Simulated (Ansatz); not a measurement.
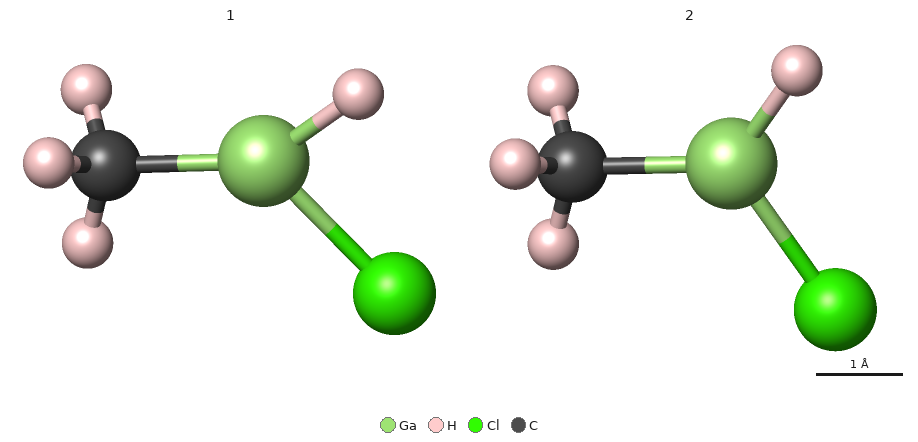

Two geometries of CH₄ClGa, drawn at one scale. One is the start of a relaxation, the other its converged end. The picture is a ball-and-stick view, seen from a free direction.

Level of theory: RKS r2SCANh-D4/def2-SVP in Ansatz 0.2.0. Settings: no spin polarisation; force threshold 0.03 eV/Å; at most 50 steps.

> Which one is relaxed?

Structure 2 is the relaxed one. The run prepares an end point of a later path (reaction) calculation, from a guessed geometry. The largest move after the best rigid fit is that of an H atom, 0.37 Å. Largest moves by element: H 0.37 Å, Cl 0.33 Å, Ga 0.11 Å, C 0.09 Å. Some distances before and after: Cl–Ga 2.206 → 2.163 Å, C–Ga 1.936 → 1.946 Å, Ga–H 1.547 → 1.555 Å. Bond angles that change, for instance: H–Ga–Cl 86.4° → 113.9°, H–Ga–C 147.3° → 129.6°, Cl–Ga–C 126.2° → 116.5°. Over 4 geometry steps the energy falls by 9.22 kcal/mol. The largest force component goes from 1.2 to 0.013 eV/Å.
